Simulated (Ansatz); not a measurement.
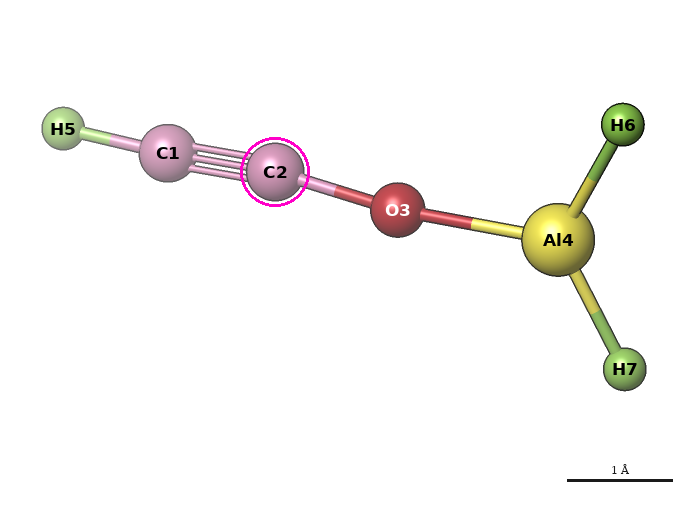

Figure made from data computed with Ansatz.

Orthographic view. Depth is shown by fading: the farther an atom, the more it takes the colour of the background. Geometry: atoms displaced at random (about 0.05 Å) from a stationary point of GFN2-xTB.

### Name the neighbours of the circled atom.

The circled atom is C2; it is bonded to C1, O3.

### Which atom is nearest the viewer?

H6, 1.5 Å in front of the mean position.

### What is the shortest path along bonds from the circled atom to H7?

C2–O3–Al4–H7, 3 bonds; through space the two are 3.91 Å apart.
